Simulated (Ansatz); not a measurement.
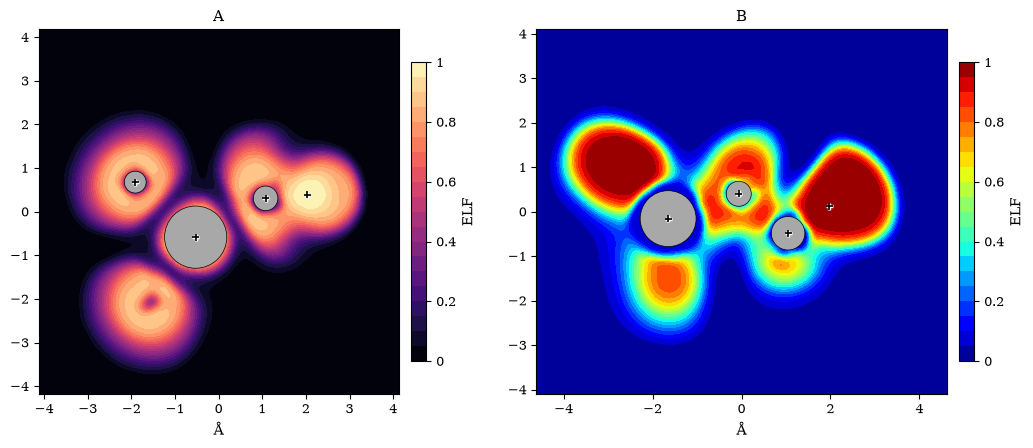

The ELF of 2 systems, each on a plane through atoms (crosses mark nuclei in the plane; grey discs cover the cores).

Level of theory: Ansatz, RKS PBE-D4/def2-SVP.

System 1: CH6OSi···H2, the plane of atoms Si1, O6 and C7. Not at a stationary point (largest force 1.9 eV/Å).

```xyz
11

Si   -0.3381   -0.2417   -0.3376
H    -0.0260    0.8799    2.0649
H     0.9399   -0.6817    0.3066
H    -0.3199    1.2498   -0.5641
H    -0.4555   -0.9131   -1.6891
O    -1.6290   -0.7459    0.6184
C    -2.9366   -0.9100    0.0885
H    -2.9739   -1.7112   -0.6861
H    -3.6145   -1.2009    0.9174
H    -3.3373    0.0258   -0.3693
H    -0.6756    0.5694    2.1268
```

System 2: F2H2OW···HF, the plane of atoms O6, W1 and F8. Core potentials replace the inner electrons of W.

```xyz
8

W    -0.3714   -0.0454   -0.1979
H     1.9286    0.3260    1.5546
F     2.4704   -0.0733    0.9053
F    -0.7923    1.7443    0.0967
H    -2.0588   -0.2017   -0.2907
O    -0.2784   -1.8050    0.3081
H    -0.3935   -2.5448    0.9243
F     0.8165    0.2329   -1.6185
```

### Match each panel to its system.

Panel A is system 2, F2H2OW···HF: the plane holds W, O, H and F. W–O (1.83 Å): the ELF peaks at about 0.85 in the valence shell of O, 0.5 Å from its nucleus, and drops to about 0.25 between the two atoms. Panel B is system 1, CH6OSi···H2: the plane holds Si, O, C and H. C–O (1.42 Å): the ELF peaks at about 0.90 between the atoms (a shared but strongly polarised pair).
